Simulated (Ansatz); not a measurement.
**Molecular dynamics of AlN$_{2}$H$_{4}$F (part 2 of 2)**

The same run, continued: AlN$_{2}$H$_{4}$F; RKS LDA/def2-SVP (Ansatz 0.2.0). One setting was made poor on purpose. It belongs to a series of runs on one base structure; here: dynamics from the start.

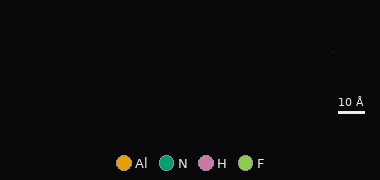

*The geometry at step 28 of the log (ball-and-stick view, seen on its broad side).*

## Trajectory as extended XYZ, continued
```
8
Properties=species:S:1:pos:R:3:forces:R:3 step=15 time_fs=45.0 energy=-12284.60362 temperature=1133.2
Al    0.1113   -0.0985    0.0818   -1.1573   0.9828  -0.7447
N     0.0108   -0.1802    1.8328    8.7369  -2.5215  -5.6347
H    -0.7278    0.0299    2.2478   -9.2130   2.5463   5.2119
H     0.7293   -0.5082    2.4489    0.6344  -0.2637   0.5726
N     1.5774    0.0576   -0.9041    0.4827  -0.1038  -0.3183
H     2.5656    0.1014   -0.5853   -0.7042  -0.0855   0.0334
H     1.5915    0.1146   -1.9385   -0.2158  -0.0616   0.4888
F    -1.4271    0.2681   -0.6073    1.4364  -0.4928   0.3909
8
Properties=species:S:1:pos:R:3:forces:R:3 step=16 time_fs=48.0 energy=-12282.31238 temperature=1786.8
Al    0.1056   -0.0969    0.0694   -1.3229   0.8160  -0.9008
N     0.0594   -0.1880    1.7895   -2.5838   0.0274   4.7083
H    -1.3329    0.0918    2.6703    4.0890  -0.8699  -2.7904
H     0.7256   -0.5362    2.5405   -1.0465   0.5120  -0.9463
N     1.5583    0.0752   -0.9023   -1.2593  -0.0755  -0.8026
H     2.4853   -0.0014   -0.5497    1.2676  -0.0852   0.3878
H     1.5375    0.1190   -1.9313    0.0709  -0.0338   0.3173
F    -1.4149    0.2385   -0.5946    0.7849  -0.2910   0.0266
8
Properties=species:S:1:pos:R:3:forces:R:3 step=17 time_fs=51.0 energy=-12281.22778 temperature=311.6
Al    0.0964   -0.0874    0.0642   -0.7838   0.5664  -0.4169
N     0.0816   -0.1887    1.7816   -2.8809   0.3385   2.9612
H    -1.5203    0.0640    2.7940    3.2325  -0.5391  -2.3038
H     0.6342   -0.5212    2.5638    0.1656  -0.1212   0.3780
N     1.5402    0.1001   -0.9046    1.3794  -0.5069   1.8568
H     2.4978   -0.0937   -0.4737   -1.4211   0.3746  -1.1219
H     1.4805    0.1364   -1.9036    0.3991  -0.0339  -1.0079
F    -1.3980    0.2107   -0.5878   -0.0908  -0.0784  -0.3454
8
Properties=species:S:1:pos:R:3:forces:R:3 step=18 time_fs=54.0 energy=-12281.88931 temperature=962.8
Al    0.0894   -0.0775    0.0635    0.0030   0.3227   0.3314
N     0.0874   -0.1805    1.7879   -3.7967   0.4022   2.9978
H    -1.3978   -0.0062    2.7073    3.6233  -0.4220  -2.6655
H     0.5853   -0.4929    2.6046    0.5808  -0.2418   0.4583
N     1.5337    0.1206   -0.8897   -1.6865   0.3465  -1.3991
H     2.4054   -0.1588   -0.5255    1.8301  -0.4199   0.2787
H     1.4546    0.1611   -1.9257    0.4277  -0.0884   0.7085
F    -1.3807    0.1883   -0.5826   -0.9816   0.1007  -0.7101
8
Properties=species:S:1:pos:R:3:forces:R:3 step=19 time_fs=57.0 energy=-12284.50761 temperature=2953.9
Al    0.0872   -0.0681    0.0633    0.9392  -0.0540   1.7285
N     0.0752   -0.1689    1.8155   -3.4404  -0.5074   4.6541
H    -0.9920   -0.1032    2.4098    3.5198  -0.0919  -2.7424
H     0.6037   -0.4892    2.6879   -0.0809   0.4682  -1.8996
N     1.5198    0.1309   -0.8747    2.4118  -0.8954   0.7157
H     2.4783   -0.2474   -0.5868   -1.5488   0.7080  -0.3734
H     1.4971    0.2031   -1.8732   -0.0068   0.1267  -1.1008
F    -1.3637    0.1737   -0.5786   -1.7940   0.2458  -0.9820
8
Properties=species:S:1:pos:R:3:forces:R:3 step=20 time_fs=60.0 energy=-12242.41229 temperature=904128.4
Al    0.0946   -0.0602    0.0595    1.0256  -0.1098   3.1052
N     0.0475   -0.1606    1.8676  295.6226  -4.6689 -33.7710
H    -0.3702   -0.1543    1.9104  -296.5562   4.5197  32.6410
H     0.6219   -0.4524    2.6228    0.2398   0.0267   0.0630
N     1.5157    0.1254   -0.8467    0.2165   0.9245  -4.4295
H     2.4078   -0.2573   -0.6758    1.7235  -0.6808   0.8021
H     1.5395    0.2862   -1.9343   -0.4170  -0.2234   2.4382
F    -1.3578    0.1698   -0.5784   -1.8549   0.2119  -0.8490
8
Properties=species:S:1:pos:R:3:forces:R:3 step=21 time_fs=63.0 energy=-12274.70063 temperature=2800965.1
Al    0.1072   -0.0531    0.0601    1.9165  -0.5376   3.7451
N     1.7304   -0.1879    1.7225   -6.4783  -0.9854   1.5388
H   -23.6073    0.2051    4.0625    0.0001   0.0000   0.0000
H     0.6516   -0.4148    2.5787    3.6951   0.7835  -2.1458
N     1.5053    0.1199   -0.8425    3.6365  -0.9605  -0.6399
H     2.4778   -0.3015   -0.6867   -1.7054   0.7517   0.5687
H     1.5246    0.3708   -1.7807   -0.1416   0.8491  -3.0831
F    -1.3678    0.1699   -0.5910   -0.9228   0.0991   0.0161
8
Properties=species:S:1:pos:R:3:forces:R:3 step=22 time_fs=66.0 energy=-12269.68113 temperature=2060740.0
Al    0.1226   -0.0484    0.0695   -0.7305  -0.3832   2.1870
N     3.1300   -0.2250    1.6093   -2.0098  -0.1212   0.2421
H   -43.5893    0.5182    5.8834    0.0000   0.0000   0.0000
H     0.9624   -0.3067    2.3472    0.8140   0.1934  -1.7138
N     1.5115    0.1109   -0.8451   -0.3563   2.2481  -5.3247
H     2.4044   -0.2533   -0.6675    2.2867  -0.8060   1.1757
H     1.5029    0.5031   -1.9069   -0.1627  -1.1158   2.8431
F    -1.3796    0.1694   -0.6140    0.1585  -0.0153   0.5906
8
Properties=species:S:1:pos:R:3:forces:R:3 step=23 time_fs=69.0 energy=-12268.98327 temperature=1522423.2
Al    0.1317   -0.0501    0.0785   -0.4699  -0.0481   1.9907
N     4.3153   -0.2575    1.5141   -0.6512  -0.0322  -0.2030
H   -60.7597    0.7902    7.4568    0.0000   0.0000   0.0000
H     1.3164   -0.1968    1.9763   -1.2141   0.0029  -1.5521
N     1.5166    0.1205   -0.8717    3.5361  -1.1413   0.0007
H     2.5111   -0.3040   -0.5553   -2.3907   1.4451  -0.6585
H     1.4714    0.5210   -1.8053    0.3789  -0.0524  -0.5177
F    -1.3873    0.1725   -0.6341    0.8109  -0.1740   0.9399
8
Properties=species:S:1:pos:R:3:forces:R:3 step=24 time_fs=72.0 energy=-12268.62967 temperature=1121935.6
Al    0.1377   -0.0468    0.0905    0.2013   0.0375   1.2808
N     5.3306   -0.2788    1.4447   -0.2159  -0.0026  -0.0747
H   -75.5098    1.0570    8.8210    0.0000   0.0000   0.0000
H     1.5841   -0.0973    1.5342   -2.0791  -0.1394  -0.6204
N     1.5453    0.1259   -0.8813   -1.6116  -0.8856   1.6918
H     2.3808   -0.2350   -0.4963    1.8428  -0.2778   0.3142
H     1.4693    0.5547   -1.7295    0.6291   1.4693  -3.7158
F    -1.3910    0.1732   -0.6484    1.2336  -0.2015   1.1242
8
Properties=species:S:1:pos:R:3:forces:R:3 step=25 time_fs=75.0 energy=-12267.97737 temperature=831984.1
Al    0.1478   -0.0386    0.0989   -0.2431  -0.0066   0.2906
N     6.1998   -0.2907    1.4005   -0.0683   0.0010  -0.0245
H   -88.1943    1.3388    9.9923    0.0000   0.0000   0.0000
H     1.6872   -0.0117    1.1202   -2.0229  -0.1458   0.8871
N     1.5607    0.1301   -0.8766   -1.2855   2.4526  -5.5419
H     2.3964   -0.1993   -0.4086    1.0990   0.0117  -0.4209
H     1.5154    0.6758   -1.9452    1.0323  -2.1371   3.5316
F    -1.3894    0.1725   -0.6572    1.4885  -0.1759   1.2780
8
Properties=species:S:1:pos:R:3:forces:R:3 step=26 time_fs=78.0 energy=-12267.97108 temperature=624984.3
Al    0.1587   -0.0377    0.0960   -1.2025  -0.0394  -0.3585
N     6.9537   -0.2954    1.3751   -0.0237   0.0007  -0.0090
H   -99.1469    1.6458   11.0085    0.0000   0.0000   0.0000
H     1.6583    0.0645    0.8488   -1.3709   0.0708   2.3762
N     1.5642    0.1524   -0.9035    2.6928  -0.0276  -2.1823
H     2.5051   -0.1601   -0.3671   -2.1809   0.7395  -2.1047
H     1.6639    0.5706   -1.8830    0.4723  -0.5525   1.0278
F    -1.3881    0.1731   -0.6555    1.6129  -0.1916   1.2504
8
Properties=species:S:1:pos:R:3:forces:R:3 step=27 time_fs=81.0 energy=-12267.75704 temperature=459737.1
Al    0.1626   -0.0454    0.0852   -1.2291   0.2566  -1.2927
N     7.6067   -0.2946    1.3575   -0.0084   0.0002  -0.0036
H  -108.5885    1.9424   11.8770    0.0000   0.0000   0.0000
H     1.5516    0.1487    0.8186   -0.7704   0.1534   2.9040
N     1.5777    0.1743   -0.9404   -2.5632  -2.2025   5.4136
H     2.4296   -0.0877   -0.4788    0.8917  -0.6250   0.6015
H     1.8255    0.4116   -1.7630    2.1220   2.6850  -8.8254
F    -1.3893    0.1728   -0.6458    1.5574  -0.2678   1.2025
8
Properties=species:S:1:pos:R:3:forces:R:3 step=28 time_fs=84.0 energy=-12266.96568 temperature=341725.9
Al    0.1625   -0.0543    0.0660   -1.4996   0.5177  -1.5687
N     8.1718   -0.2919    1.3407   -0.0049  -0.0003  -0.0018
H  -116.6946    2.1990   12.6125    0.0000   0.0000   0.0000
H     1.3782    0.2056    1.0297   -0.5524  -0.0656   1.5877
N     1.5705    0.1803   -0.9473    2.2127   0.9419  -5.7052
H     2.4353   -0.1371   -0.5028    0.4121  -0.1092   0.1057
H     2.1019    0.4602   -2.3612   -1.9822  -0.9581   4.3969
F    -1.3932    0.1738   -0.6343    1.4144  -0.3264   1.1855
8
Properties=species:S:1:pos:R:3:forces:R:3 step=29 time_fs=87.0 energy=-12266.81261 temperature=251675.0
Al    0.1580   -0.0566    0.0431   -0.1305   0.8941  -0.7012
N     8.6700   -0.2861    1.3163   -0.0039  -0.0005  -0.0015
H  -123.6511    2.4149   13.2389    0.0000   0.0000   0.0000
H     1.1634    0.2041    1.3417   -1.0782  -0.3756  -0.0067
N     1.5789    0.1928   -0.9825    3.3453  -0.2179  -3.8378
H     2.4762   -0.2054   -0.5391   -1.1966   0.7124  -0.6604
H     2.1562    0.4004   -2.5311   -1.9466  -0.6918   4.3051
F    -1.3906    0.1724   -0.6205    1.0104  -0.3206   0.9026
8
Properties=species:S:1:pos:R:3:forces:R:3 step=30 time_fs=90.0 energy=-12268.41467 temperature=189086.6
Al    0.1543   -0.0518    0.0254    1.3735   1.1063   0.2714
N     9.1089   -0.2750    1.2897   -0.0030  -0.0005  -0.0014
H  -129.6304    2.6192   13.7296    0.0000   0.0000   0.0000
H     0.8705    0.1587    1.6175   -1.0469  -0.4755  -1.2686
N     1.6114    0.2013   -1.0281   -0.5429   0.7350  -5.5723
H     2.4293   -0.2031   -0.6633    2.0750  -0.8030   1.1696
H     2.0315    0.2874   -2.3530   -2.1721  -0.3215   5.0146
F    -1.3780    0.1783   -0.5978    0.3164  -0.2409   0.3868
8
Properties=species:S:1:pos:R:3:forces:R:3 step=31 time_fs=93.0 energy=-12266.58992 temperature=144884.6
Al    0.1566   -0.0486    0.0110    2.3180   1.0779   0.8348
N     9.4893   -0.2705    1.2683   -0.0024  -0.0005  -0.0009
H  -134.7913    2.8115   14.0851    0.0000   0.0000   0.0000
H     0.5231    0.0690    1.7758   -0.4799  -0.3634  -1.8952
N     1.6460    0.2057   -1.0995   -3.2378   0.6296  33.5728
H     2.5583   -0.2407   -0.6725   -2.0023   1.2007  -0.5433
H     1.7459    0.1415   -1.8367    3.6346  -2.3837 -31.8579
F    -1.3671    0.1935   -0.5721   -0.2303  -0.1608  -0.1103
8
Properties=species:S:1:pos:R:3:forces:R:3 step=32 time_fs=96.0 energy=-12263.88420 temperature=125390.7
Al    0.1698   -0.0427    0.0077    0.6058   0.6863   1.3856
N     9.8141   -0.2768    1.2461   -0.0007  -0.0001  -0.0002
H  -139.2442    2.9713   14.3660    0.0000   0.0000   0.0000
H     0.1964   -0.0476    1.7573    0.0973  -0.1927  -1.4261
N     1.6705    0.2164   -0.9682   -4.7093   1.1579  -1.3639
H     2.5100   -0.1509   -0.7179    4.2113  -1.6378   0.9793
H     1.8282   -0.2116   -3.9333   -0.0525   0.1176   0.7675
F    -1.3611    0.2118   -0.5510   -0.1519  -0.1311  -0.3422
8
Properties=species:S:1:pos:R:3:forces:R:3 step=33 time_fs=99.0 energy=-12263.21260 temperature=91184.5
Al    0.1789   -0.0302    0.0145   -0.5632   0.1111   0.3950
N    10.0966   -0.2837    1.2265   -0.0004  -0.0001  -0.0001
H  -143.0785    3.1007   14.6147    0.0000   0.0000   0.0000
H    -0.0798   -0.1773    1.5652    0.4698  -0.1363   0.4557
N     1.6672    0.2347   -0.8630    4.5865  -1.5019   0.4971
H     2.8023   -0.1989   -0.6940   -4.2959   1.5272  -0.6865
H     1.9219   -0.5129   -5.6058   -0.0016   0.0045   0.0088
F    -1.3561    0.2306   -0.5339   -0.1951  -0.0045  -0.6700
8
Properties=species:S:1:pos:R:3:forces:R:3 step=34 time_fs=102.0 energy=-12263.42859 temperature=66996.4
Al    0.1795   -0.0185    0.0199   -0.5523   0.2558  -0.9383
N    10.3442   -0.2959    1.2149   -0.0003   0.0000  -0.0001
H  -146.3657    3.2146   14.8451    0.0000   0.0000   0.0000
H    -0.2970   -0.3236    1.3923    0.2712  -0.5424   2.1398
N     1.6904    0.2352   -0.7636    2.6636  -0.7664   0.0253
H     2.7053   -0.1569   -0.7241   -2.0260   0.8112  -0.2246
H     1.9943   -0.7634   -6.9988   -0.0005   0.0005   0.0000
F    -1.3551    0.2473   -0.5215   -0.3558   0.2413  -1.0022
8
Properties=species:S:1:pos:R:3:forces:R:3 step=35 time_fs=105.0 energy=-12262.43403 temperature=50781.4
Al    0.1808   -0.0138    0.0238   -0.9527  -0.0838   0.2709
N    10.5563   -0.3156    1.2114   -0.0001   0.0000  -0.0001
H  -149.1791    3.3280   15.0881    0.0000   0.0000   0.0000
H    -0.4668   -0.4999    1.4009    0.7881  -0.2423   0.6554
N     1.7280    0.2286   -0.6703  -13.1425   5.3501   1.9624
H     2.4992   -0.0972   -0.7723   13.4606  -5.4181  -1.9401
H     2.0387   -0.9517   -8.1984   -0.0003   0.0002   0.0001
F    -1.3608    0.2661   -0.5127   -0.1531   0.3939  -0.9485
8
Properties=species:S:1:pos:R:3:forces:R:3 step=36 time_fs=108.0 energy=-12258.99479 temperature=41049.9
Al    0.1833   -0.0171    0.0312   -4.6717  -1.4786   2.3348
N    10.7313   -0.3387    1.2082   -0.0004  -0.0001  -0.0002
H  -151.6209    3.4389   15.3325    0.0000   0.0000   0.0000
H    -0.5484   -0.6836    1.4744    1.1587   0.2892  -0.5050
N     1.6804    0.2525   -0.5819    6.7512  -0.5638  -2.1598
H     3.4296   -0.5012   -1.0082   -3.5663   1.3867   0.9259
H     2.0709   -1.1104   -9.2206   -0.0002   0.0001   0.0000
F    -1.3706    0.2892   -0.5067    0.3287   0.3663  -0.5956
8
Properties=species:S:1:pos:R:3:forces:R:3 step=37 time_fs=111.0 energy=-12257.26921 temperature=29404.7
Al    0.1731   -0.0286    0.0463   -5.6466  -1.9239   2.5426
N    10.8747   -0.3649    1.2048   -0.0003  -0.0001  -0.0002
H  -153.7577    3.5656   15.5487    0.0000   0.0000   0.0000
H    -0.5300   -0.8131    1.5220    1.1220   0.5473  -0.8394
N     1.6775    0.2721   -0.5223    5.6287   0.4696  -1.8569
H     3.9265   -0.7557   -1.1706   -1.7061   0.6306   0.4987
H     2.1091   -1.2587  -10.0923   -0.0002   0.0001   0.0000
F    -1.3805    0.3114   -0.5022    0.6025   0.2764  -0.3449
8
Properties=species:S:1:pos:R:3:forces:R:3 step=38 time_fs=114.0 energy=-12257.16695 temperature=22028.5
Al    0.1420   -0.0408    0.0644   -3.9091  -1.7682   1.9232
N    11.0037   -0.3900    1.2061   -0.0002  -0.0001  -0.0001
H  -155.6009    3.6940   15.7349    0.0000   0.0000   0.0000
H    -0.4634   -0.8972    1.4947    0.9855   0.5735  -0.7709
N     1.7127    0.2907   -0.4832    3.5416   0.5171  -1.0817
H     4.1792   -0.9436   -1.2699   -1.0262   0.3557   0.3116
H     2.1243   -1.3969  -10.8766   -0.0001   0.0001   0.0001
F    -1.3878    0.3296   -0.5032    0.4085   0.3217  -0.3821
8
Properties=species:S:1:pos:R:3:forces:R:3 step=39 time_fs=117.0 energy=-12257.38991 temperature=16727.4
Al    0.0987   -0.0492    0.0774   -1.1645  -1.3170   0.9992
N    11.1301   -0.4064    1.2050   -0.0001  -0.0001  -0.0001
H  -157.1627    3.7870   15.8993    0.0000   0.0000   0.0000
H    -0.3626   -0.9493    1.4101    0.6818   0.3432  -0.3233
N     1.7749    0.3022   -0.4605    1.2711   0.2524  -0.3852
H     4.2903   -1.1033   -1.3316   -0.7873   0.2600   0.2457
H     2.1464   -1.5297  -11.6024   -0.0001   0.0001   0.0000
F    -1.3989    0.3459   -0.5071   -0.0009   0.4613  -0.5363
8
Properties=species:S:1:pos:R:3:forces:R:3 step=40 time_fs=120.0 energy=-12257.39349 temperature=12048.3
Al    0.0524   -0.0583    0.0882    1.4960  -0.3790  -0.3144
N    11.2431   -0.4223    1.2046   -0.0001  -0.0001  -0.0001
H  -158.4891    3.8470   16.0479    0.0000   0.0000   0.0000
H    -0.2330   -0.9480    1.3096    0.1777  -0.4805   0.8319
N     1.8401    0.3118   -0.4454   -0.3363  -0.0148  -0.0025
H     4.3399   -1.2166   -1.3640   -0.7061   0.2495   0.2246
H     2.1954   -1.6315  -12.2352    0.0000   0.0000   0.0000
F    -1.4059    0.3657   -0.5087   -0.6313   0.6248  -0.7396
```

This output came from the following input.

## Input file
```yaml
crystal:
  periodic: [false, false, false]
  atoms:
    - { symbol: Al, position_ang: [0.094144, 0.096691, 0.060311] }
    - { symbol: "N", position_ang: [0.02167, -0.135626, 1.802253] }
    - { symbol: H, position_ang: [-0.848468, -0.09876, 2.338755] }
    - { symbol: H, position_ang: [0.815732, -0.322442, 2.418223] }
    - { symbol: "N", position_ang: [1.574749, 0.033392, -0.887005] }
    - { symbol: H, position_ang: [2.513922, -0.144151, -0.524362] }
    - { symbol: H, position_ang: [1.601266, 0.17502, -1.899682] }
    - { symbol: F, position_ang: [-1.330415, 0.395876, -0.743493] }
basis:
  gaussian: { orbitals: def2-SVP }
hamiltonian:
  xc: lda
md:
  timestep: 3.0
  n_steps: 40
  ensemble: nvt_langevin
  temperature: 500.0
  initial_velocities: maxwell_boltzmann
  seed: 787146
  friction: 0.05
```

Launched with:
```bash
ansatz run input.yaml --threads 2 --pin off --max-ram 3072MiB --backend cpu --events-out ev --progress --plain --runs-dir out
```

## Key numbers

```csv
quantity,value
outcome,finished
mean temperature over the second half,557613 K
trajectory,"40 steps, 120 fs"
ensemble,nvt_langevin
temperature in the input,500.0 K
time step,3.0 fs
potential energy (last step),−12257.3936 eV
mean-field energy (last step),−12257.3936 eV
largest force (length of the vector) (last step),1.575 eV/Å
hardware,"2 threads of Arm Neoverse V1, 24 GiB of memory available, shared host"
wall time,3 min (CPU time 5.8 min)
peak memory,0.14 GiB
```

## Notes

A deliberately poor setting: time step. So short a trajectory is not equilibrated. The logged temperature at the start can lie below the typed one, since it is counted over all degrees of freedom. The temperature stays far from the 500 K of the thermostat over the second half: the run isn't equilibrated. The integration failed: the conserved energy drifts or the temperature runs away, so the later frames and the averages aren't results; the time step is too long for this system.
